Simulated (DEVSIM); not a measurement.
Device: abrupt GaP n-p junction, at 300 K.

```tsv
layer (left to right)	material	thickness (μm)	Nd (cm⁻³)	Na (cm⁻³)	τn (s)	τp (s)
1	GaP	0.230	1.7e16	-	9.3e-7	9.3e-7
2	GaP	31.0	-	7.6e14	9.3e-7	9.3e-7
```

Left contact: ohmic. Right contact: ohmic. Voltage is applied to the left contact. Recombination: SRH at mid-gap, radiative, Auger. Mobility is μmin + (μ − μmin)/(1 + (N/Nref)^α).

This is a model device: material constants are rounded textbook-type values typed into the input, and sizes, dopings and lifetimes were drawn at random. Values at 300 K.

```
parameter         GaP
-------------  ------
gap (eV)         2.26
affinity (eV)     3.8
permittivity     11.1
Nc (cm⁻³)      1.8e19
Nv (cm⁻³)      1.9e19
μn (cm²/Vs)       250
μp (cm²/Vs)       150
μn,min             10
μp,min             10
Nref,n         4.4e18
Nref,p           1e18
αn                0.8
αp               0.85
B (cm³/s)       1e-13
Cn (cm⁶/s)      1e-30
Cp (cm⁶/s)      1e-30
```

Model (solved in DEVSIM): 1D drift-diffusion, Boltzmann statistics, complete ionisation; no tunnelling, impact ionisation, image-force lowering or self-heating.

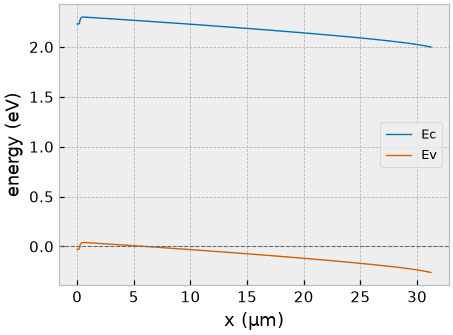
Fig. 1. Band edges at -2.05 V on the left contact

Energies count from the Fermi level of the right contact; mesh points crowd at the junctions.

| x (μm) | Ec (eV) | Ev (eV) | n (cm⁻³) | p (cm⁻³) | field (V/cm) |
|---|---|---|---|---|---|
| 0.000 | 2.230 | -0.030 | 1.7e16 | < 1e2 | ≈ 0 |
| 0.02397 | 2.230 | -0.030 | 1.7e16 | 1.2e13 | ≈ 0 |
| 0.06669 | 2.230 | -0.030 | 1.7e16 | 3.4e13 | 31 |
| 0.1366 | 2.231 | -0.029 | 1.6e16 | 7.1e13 | 410 |
| 0.2032 | 2.241 | -0.019 | 1.1e16 | 1.5e14 | 3300 |
| 0.2284 | 2.253 | -0.007 | 7.0e15 | 2.5e14 | 6600 |
| 0.2540 | 2.268 | 0.007 | 4.0e15 | 4.6e14 | 4600 |
| 0.3338 | 2.290 | 0.030 | 1.7e15 | 1.1e15 | 1500 |
| 0.4722 | 2.299 | 0.039 | 1.1e15 | 1.7e15 | 180 |
| 0.7604 | 2.298 | 0.038 | 1.1e15 | 1.8e15 | -67 |
| 1.361 | 2.294 | 0.034 | 1.0e15 | 1.8e15 | -73 |
| 3.277 | 2.280 | 0.020 | 1.0e15 | 1.8e15 | -75 |
| 6.602 | 2.255 | -0.005 | 9.7e14 | 1.7e15 | -78 |
| 13.53 | 2.199 | -0.061 | 8.6e14 | 1.6e15 | -85 |
| 24.38 | 2.097 | -0.163 | 6.1e14 | 1.4e15 | -110 |
| 27.95 | 2.055 | -0.205 | 4.2e14 | 1.2e15 | -130 |
| 29.73 | 2.029 | -0.231 | 2.6e14 | 1.0e15 | -170 |
| 30.52 | 2.014 | -0.246 | 1.5e14 | 9.1e14 | -200 |
| 30.98 | 2.005 | -0.256 | 6.4e13 | 8.2e14 | -240 |
| 31.12 | 2.001 | -0.259 | 2.9e13 | 7.8e14 | -250 |
| 31.19 | 1.999 | -0.261 | 1.1e13 | 7.7e14 | -260 |
| 31.23 | 1.998 | -0.262 | < 1e2 | 7.6e14 | -260 |
